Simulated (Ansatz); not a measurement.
# CH6BFSi2: the cost of one run

Program: the Python package of Ansatz 0.2.0. The levels of theory stand in the script. These are calculated values, not measurements.

### Step 1. Starting point

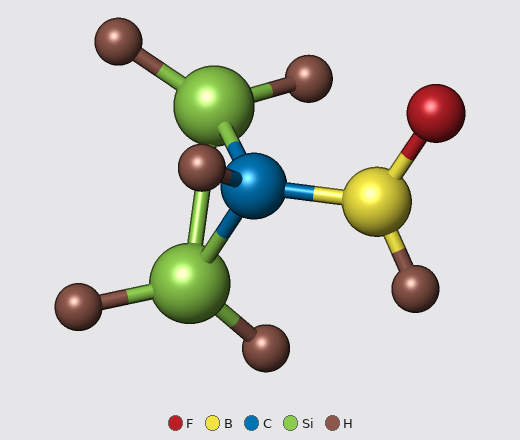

The starting structure, viewed from a chosen angle; fluorine red, boron yellow, carbon blue, silicon green, hydrogen brown.

Input file ch6bfsi2.xyz:

```xyz
11

F    -1.60910    1.71480    1.42520
B    -0.83440    1.43230    0.27350
C     0.31140    0.37970    0.41630
Si   -0.19700   -1.34930    0.53220
Si    0.88550   -0.38200   -1.18660
H    -0.91550    2.10550   -0.70740
H     1.18580    0.62320    1.14650
H     0.60140   -2.23870    1.34390
H    -1.69390   -1.52690    0.27120
H     0.04050   -0.05210   -2.30560
H     2.29070   -0.76340   -1.18850
```

### Step 2. Script

File ch6bfsi2.py:

```python
"""CH6BFSi2 at several levels of theory."""

from pathlib import Path
import warnings

import ansatz as az
import numpy as np

BASIS = "def2-SVP"


def main() -> None:
    warnings.simplefilter("ignore", az.DeckWarning)

    system = az.Crystal.molecule_from_extxyz("ch6bfsi2.xyz")

    calc = system.calculation().basis(gaussian=BASIS)

    print("functional    E (Ha)        dipole (D)   HOMO (eV)  LUMO (eV)")
    for name in ["b3lyp", "r2scan0", "hse06", "r2scan", "lda", "revpbe"]:
        rep = calc.functional(name).forces().orbitals().run(threads=1, backend="cpu", runs_dir="runs").report
        lines = Path(rep["orbitals_path"]).read_text().splitlines()
        field_of = lambda key: [line.split("=")[1].strip() for line in lines if line.startswith(key)]
        orbitals = [(27.211386 * float(e), s, float(n)) for e, s, n in zip(field_of("Ene="), field_of("Spin="), field_of("Occup="))]
        homo = max(e for e, _, n in orbitals if n > 0.5)
        lumo = min(e for e, _, n in orbitals if n < 0.5)
        dipole = 4.803205 * np.linalg.norm(rep["charge_distribution"]["dipole_moment_e_ang"])
        print(f"{name:10s} {rep['free_energy_ev'] / 27.211386246:14.6f} {dipole:9.3f} {homo:11.3f} {lumo:10.3f}")


if __name__ == "__main__":
    main()
```

### Step 3. The input behind the calls

The engine receives this input (first run):

```yaml
crystal:
  periodic: [false, false, false]
  atoms:
    - { symbol: F, position_ang: [-1.6091, 1.7148, 1.4252] }
    - { symbol: B, position_ang: [-0.8344, 1.4323, 0.2735] }
    - { symbol: C, position_ang: [0.3114, 0.3797, 0.4163] }
    - { symbol: Si, position_ang: [-0.197, -1.3493, 0.5322] }
    - { symbol: Si, position_ang: [0.8855, -0.382, -1.1866] }
    - { symbol: H, position_ang: [-0.9155, 2.1055, -0.7074] }
    - { symbol: H, position_ang: [1.1858, 0.6232, 1.1465] }
    - { symbol: H, position_ang: [0.6014, -2.2387, 1.3439] }
    - { symbol: H, position_ang: [-1.6939, -1.5269, 0.2712] }
    - { symbol: H, position_ang: [0.0405, -0.0521, -2.3056] }
    - { symbol: H, position_ang: [2.2907, -0.7634, -1.1885] }
basis:
  gaussian:
    orbitals: def2-SVP
hamiltonian:
  xc: b3lyp
output:
  orbitals: {}
  forces: true
```

### Step 4. Launch

Launch:

```console
$ python ch6bfsi2.py
```

Q: Estimate wall time and peak memory on 1 thread of Arm Neoverse V1, shared host.

About 42 s, with a peak of 0.32 GiB.
